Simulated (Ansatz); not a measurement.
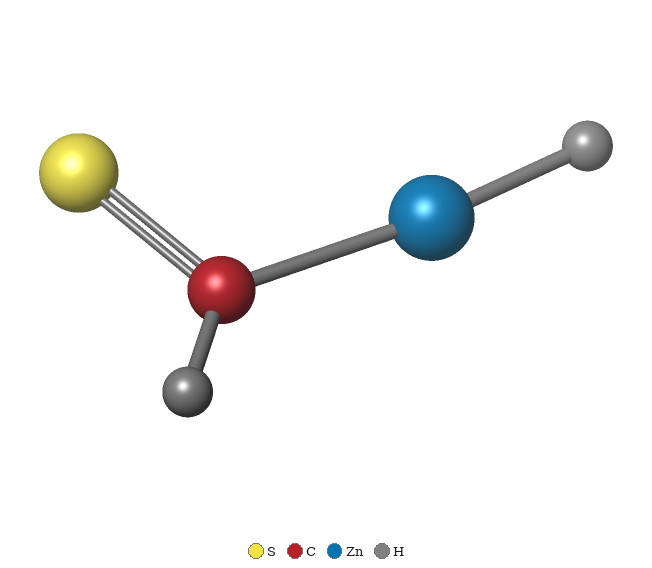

Ball-and-stick drawing of a structure.

The computed structure is the end point of a PBE0-D4/def2-TZVP optimisation. No frequency run is at hand to confirm it as a minimum.

Description:

The molecule is CH2SZn. As SMILES it reads `S=[CH][ZnH]`. This geometry has Cs symmetry. All atoms lie on one plane. Coordination: 1 C trigonal planar; 1 Zn linear.

The parts below concern this one geometry. Atoms keep their numbers from picture to picture.

Geometry

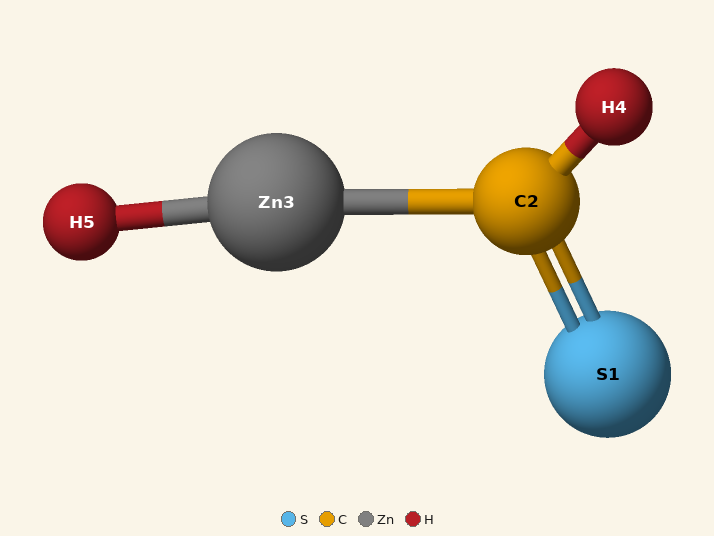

Numbered structure. No frequency run is at hand to confirm it as a minimum.

Estimate the angles S1–C2–Zn3, S1–C2–H4, Zn3–C2–H4, C2–Zn3–H5.

```csv
angle,degrees
S1–C2–Zn3,110.8
S1–C2–H4,118.2
Zn3–C2–H4,131.0
C2–Zn3–H5,173.7
```

Electronic properties

No frequency run is at hand to confirm it as a minimum. Method: RKS PBE0-D4/def2-TZVPP (Ansatz 0.2.0).

Computed properties:

- HOMO energy (Kohn–Sham orbital): −6.11 eV
- LUMO energy (Kohn–Sham orbital): −2.64 eV
- HOMO–LUMO gap: 3.47 eV

Dipole moment

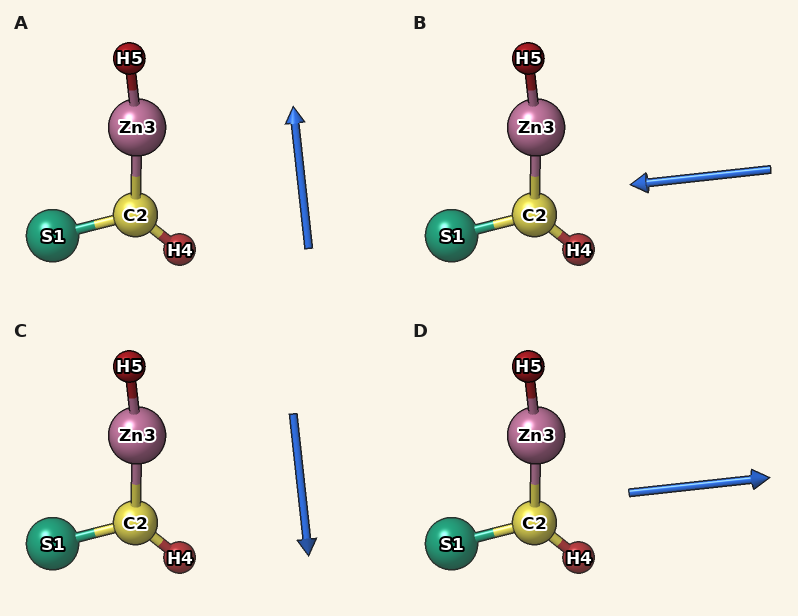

The same molecule four times, each with an arrow. No frequency run is at hand to confirm it as a minimum. Level of theory: RKS PBE0-D4/def2-TZVP (Ansatz 0.2.0).

> Which arrow points along the dipole moment, from the negative to the positive end?

D. The dipole moment is 1.75 D; it points from the side of S1 to the side of H4, H5 (the outermost atoms at the two ends).

Charges

The questions are on Mulliken charges. No frequency run is at hand to confirm it as a minimum. Properties computed with RKS PBE0-D4/def2-TZVP (Ansatz 0.2.0).

> Which atom carries the highest charge (most positive or least negative)?

Zn3 (0.22 e).

> And the lowest?

S1, C2 (−0.17 e).

List the Mulliken charges.

```tsv
atom	value (e)
S1	−0.17
C2	−0.17
Zn3	0.22
H4	0.16
H5	−0.04
```

Mulliken values depend strongly on the basis set and can even reverse the polarity of a bond.
